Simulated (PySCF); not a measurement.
**AlCl (charge +1): single-point calculation**

- system: AlCl, charge +1, multiplicity 2
- method: UHF/cc-pcvdz, eomip (PySCF 2.14.0)

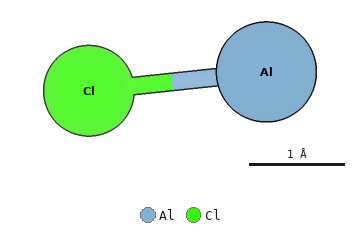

The input geometry (ball-and-stick view, seen at a tilt). Sticks mark near contacts.

### Results in brief

| quantity | value |
| --- | --- |
| outcome | converged |
| SCF energy | −701.180828 hartree |
| ⟨S²⟩ | 0.755 |
| hardware | 1 CPU thread, shared host |
| wall time | 17 s |

### The input
```python
from pyscf import gto, scf, cc

mol = gto.M(
    atom='Al 0 0 0; Cl 0 0 2.038',
    basis='cc-pcvdz',
    charge=1,
    spin=1,
    symmetry=True,
    verbose=4,
)
mf = scf.UHF(mol)
mf.kernel()
mycc = cc.CCSD(mf)
mycc.kernel()
e = mycc.ipccsd(nroots=5)[0]
print('roots (eV) =', (e*27.211386).round(3))
mf.dip_moment()
print('orbital energies (hartree):', [e[max(0, n-3):n+3].round(4) for e, n in zip(mf.mo_energy, mol.nelec)])
```

Run as:
```bash
OMP_NUM_THREADS=1 python input.py
```

### What the program printed
```
PySCF version 2.14.0

[INPUT] verbose = 4
[INPUT] num. atoms = 2
[INPUT] num. electrons = 29
[INPUT] charge = 1
[INPUT] spin (= nelec alpha-beta = 2S) = 1
[INPUT] symmetry True subgroup None
[INPUT] Mole.unit = angstrom
[INPUT] Symbol           X                Y                Z      unit          X                Y                Z       unit  Magmom
[INPUT]  1 Al     0.000000000000   0.000000000000   0.000000000000 AA    0.000000000000   0.000000000000   0.000000000000 Bohr   0.0
[INPUT]  2 Cl     0.000000000000   0.000000000000   2.038000000000 AA    0.000000000000   0.000000000000   3.851261841864 Bohr   0.0

nuclear repulsion = 57.3837898004514
point group symmetry = Coov
symmetry origin: [0.         0.         2.18238171]
symmetry axis x: [1. 0. 0.]
symmetry axis y: [0. 1. 0.]
symmetry axis z: [0. 0. 1.]
num. orbitals of irrep A1 = 22
num. orbitals of irrep E1x = 12
num. orbitals of irrep E1y = 12
num. orbitals of irrep E2x = 4
num. orbitals of irrep E2y = 4
number of shells = 16
number of NR pGTOs = 100
number of NR cGTOs = 54
basis = cc-pcvdz
ecp = {}

******** <class 'pyscf.scf.uhf_symm.SymAdaptedUHF'> ********
method = SymAdaptedUHF
initial guess = minao
damping factor = 0
level_shift factor = 0
DIIS = <class 'pyscf.scf.diis.CDIIS'>
diis_start_cycle = 1
diis_space = 8
diis_damp = 0
SCF conv_tol = 1e-09
SCF conv_tol_grad = None
SCF max_cycles = 50
direct_scf = True
direct_scf_tol = 1e-13
number electrons alpha = 15  beta = 14
Freeze 0 electrons in irreps []
    29 free electrons in irreps A1 E1x E1y E2x E2y
Set gradient conv threshold to 3.16228e-05
init E= -701.496201684059
alpha HOMO (A1) = -0.241721659064911  LUMO (E1x) = 0.0250385111689155
beta  HOMO (E1x) = -0.478432510322202  LUMO (A1) = -0.241721659064911

WARN: HOMO -0.241721659064911 >= LUMO -0.241721659064911

WARN: alpha-A1 HOMO -0.241721659064911 > system LUMO -0.241721659064911

WARN: beta-A1 LUMO -0.241721659064911 < system HOMO -0.241721659064911

cycle= 1 E= -701.126384364166  delta_E= 0.37  |g|= 0.221  |ddm|= 0.844
alpha HOMO (A1) = -0.651572845434796  LUMO (E1x) = -0.246002936935238
beta  HOMO (E1x) = -0.671322414383297  LUMO (A1) = -0.337448366322242
  HOMO = -0.651572845435  LUMO = -0.337448366322  gap/eV = 8.54776
cycle= 2 E= -701.172161711876  delta_E= -0.0458  |g|= 0.106  |ddm|= 0.517
alpha HOMO (A1) = -0.642791411905687  LUMO (E1x) = -0.21314386439559
beta  HOMO (E1x) = -0.699089296261731  LUMO (A1) = -0.299510614830321
  HOMO = -0.642791411906  LUMO = -0.29951061483  gap/eV = 9.34115
cycle= 3 E= -701.178721468816  delta_E= -0.00656  |g|= 0.0299  |ddm|= 0.103
alpha HOMO (A1) = -0.644896532634682  LUMO (E1x) = -0.204670834556634
beta  HOMO (E1x) = -0.693633504506385  LUMO (A1) = -0.282979414614704
  HOMO = -0.644896532635  LUMO = -0.282979414615  gap/eV = 9.84827
cycle= 4 E= -701.180325175613  delta_E= -0.0016  |g|= 0.013  |ddm|= 0.0694
alpha HOMO (A1) = -0.648135845850582  LUMO (E1x) = -0.203734252966731
beta  HOMO (E1x) = -0.695017033496251  LUMO (A1) = -0.278970363524355
  HOMO = -0.648135845851  LUMO = -0.278970363524  gap/eV = 10.04550
cycle= 5 E= -701.180726697279  delta_E= -0.000402  |g|= 0.00538  |ddm|= 0.0339
alpha HOMO (A1) = -0.648885865455192  LUMO (E1x) = -0.20414166243882
beta  HOMO (E1x) = -0.694041550366654  LUMO (A1) = -0.278555968964383
  HOMO = -0.648885865455  LUMO = -0.278555968964  gap/eV = 10.07719
cycle= 6 E= -701.180801621144  delta_E= -7.49e-05  |g|= 0.00263  |ddm|= 0.0129
alpha HOMO (A1) = -0.648961163953242  LUMO (E1x) = -0.204411146428573
beta  HOMO (E1x) = -0.694245192873369  LUMO (A1) = -0.278609189198573
  HOMO = -0.648961163953  LUMO = -0.278609189199  gap/eV = 10.07779
cycle= 7 E= -701.1808241252  delta_E= -2.25e-05  |g|= 0.00102  |ddm|= 0.0086
alpha HOMO (A1) = -0.648866470977875  LUMO (E1x) = -0.204511841224503
beta  HOMO (E1x) = -0.694101508793084  LUMO (A1) = -0.278569229632648
  HOMO = -0.648866470978  LUMO = -0.278569229633  gap/eV = 10.07630
cycle= 8 E= -701.180827597085  delta_E= -3.47e-06  |g|= 0.00024  |ddm|= 0.00431
alpha HOMO (A1) = -0.648855413918898  LUMO (E1x) = -0.20455310093212
beta  HOMO (E1x) = -0.694121833650131  LUMO (A1) = -0.278579460187192
  HOMO = -0.648855413919  LUMO = -0.278579460187  gap/eV = 10.07572
cycle= 9 E= -701.180827780936  delta_E= -1.84e-07  |g|= 8.45e-05  |ddm|= 0.000915
alpha HOMO (A1) = -0.64886610061448  LUMO (E1x) = -0.204565461444499
beta  HOMO (E1x) = -0.694126131837239  LUMO (A1) = -0.278579229033713
  HOMO = -0.648866100614  LUMO = -0.278579229034  gap/eV = 10.07602
cycle= 10 E= -701.180827803913  delta_E= -2.3e-08  |g|= 3.45e-05  |ddm|= 0.000268
alpha HOMO (A1) = -0.648867938146843  LUMO (E1x) = -0.204566234319222
beta  HOMO (E1x) = -0.694141797888085  LUMO (A1) = -0.278575197606187
  HOMO = -0.648867938147  LUMO = -0.278575197606  gap/eV = 10.07618
cycle= 11 E= -701.180827807447  delta_E= -3.53e-09  |g|= 1.15e-05  |ddm|= 0.000101
alpha HOMO (A1) = -0.648866254817207  LUMO (E1x) = -0.204566020637351
beta  HOMO (E1x) = -0.694145812791612  LUMO (A1) = -0.278574896030989
  HOMO = -0.648866254817  LUMO = -0.278574896031  gap/eV = 10.07614
cycle= 12 E= -701.180827807763  delta_E= -3.16e-10  |g|= 2.35e-06  |ddm|= 3.55e-05
alpha HOMO (A1) = -0.648866157158555  LUMO (E1x) = -0.204566188724391
beta  HOMO (E1x) = -0.694146348234868  LUMO (A1) = -0.278575213771266
  HOMO = -0.648866157159  LUMO = -0.278575213771  gap/eV = 10.07613
Extra cycle  E= -701.180827807768  delta_E= -5.91e-12  |g|= 1.11e-06  |ddm|= 4.04e-06
converged SCF energy = -701.180827807768  <S^2> = 0.75489251  2S+1 = 2.0048865

******** <class 'pyscf.cc.uccsd.UCCSD'> ********
CC2 = 0
CCSD nocc = (np.int64(15), np.int64(14)), nmo = (54, 54)
max_cycle = 50
direct = 0
conv_tol = 1e-07
conv_tol_normt = 1e-06
diis_space = 6
diis_start_cycle = 0
diis_start_energy_diff = 1e+09
Init t2, MP2 energy = -0.573299151526863
Init E_corr(UCCSD) = -0.573299151528093
cycle = 1  E_corr(UCCSD) = -0.582988784754973  dE = -0.00968963323  norm(t1,t2) = 0.0571718
cycle = 2  E_corr(UCCSD) = -0.587342591082825  dE = -0.00435380633  norm(t1,t2) = 0.0207647
cycle = 3  E_corr(UCCSD) = -0.588068588248449  dE = -0.000725997166  norm(t1,t2) = 0.0142789
cycle = 4  E_corr(UCCSD) = -0.58916433055854  dE = -0.00109574231  norm(t1,t2) = 0.00703073
cycle = 5  E_corr(UCCSD) = -0.589026242854445  dE = 0.000138087704  norm(t1,t2) = 0.00203785
cycle = 6  E_corr(UCCSD) = -0.5890315181318  dE = -5.27527736e-06  norm(t1,t2) = 0.000660269
cycle = 7  E_corr(UCCSD) = -0.589057317431561  dE = -2.57992998e-05  norm(t1,t2) = 0.000313959
cycle = 8  E_corr(UCCSD) = -0.589056955880915  dE = 3.61550647e-07  norm(t1,t2) = 9.68119e-05
cycle = 9  E_corr(UCCSD) = -0.589053424402117  dE = 3.5314788e-06  norm(t1,t2) = 4.15584e-05
cycle = 10  E_corr(UCCSD) = -0.589053799125963  dE = -3.74723846e-07  norm(t1,t2) = 1.04383e-05
cycle = 11  E_corr(UCCSD) = -0.589053896313889  dE = -9.71879257e-08  norm(t1,t2) = 3.65602e-06
cycle = 12  E_corr(UCCSD) = -0.589053956658027  dE = -6.03441381e-08  norm(t1,t2) = 1.61436e-06
cycle = 13  E_corr(UCCSD) = -0.589053957822015  dE = -1.16398735e-09  norm(t1,t2) = 7.50857e-07
```

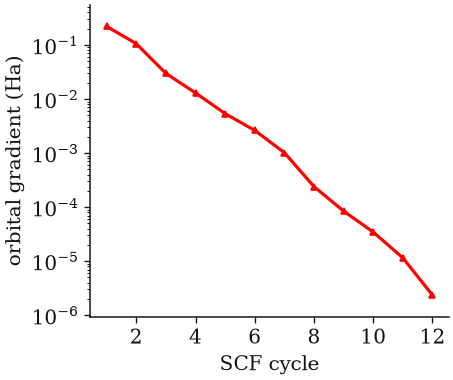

Convergence of the self-consistent field: orbital gradient against the SCF cycle. The residual falls at every step.

```
UCCSD converged
E(UCCSD) = -701.7698817655904  E_corr = -0.5890539578220145

******** <class 'pyscf.cc.eom_uccsd.EOMIP'> ********
max_space = 20
max_cycle = 50
conv_tol = 1e-07
partition = None
EOM-CCSD root 0 E = 0.6312063720085355  qpwt = 0.959106  conv = True
EOM-CCSD root 1 E = 0.6704844728403556  qpwt = 0.937285  conv = True
EOM-CCSD root 2 E = 0.6704844728403563  qpwt = 0.937285  conv = True
EOM-CCSD root 3 E = 0.6738578894708239  qpwt = 0.936758  conv = True
EOM-CCSD root 4 E = 0.6738578894708287  qpwt = 0.936758  conv = True
roots (eV) = [17.176 18.245 18.245 18.337 18.337]

WARN: System has nonzero charge 1; the dipole moment is origin-dependent.
Location of origin: [0. 0. 0.]

Dipole moment(X, Y, Z, Debye):  0.00000,  0.00000, -0.82548
orbital energies (hartree): [array([-0.696 , -0.696 , -0.6489, -0.2046, -0.2046, -0.0954]), array([-0.7674, -0.6941, -0.6941, -0.2786, -0.1569, -0.1569])]
```
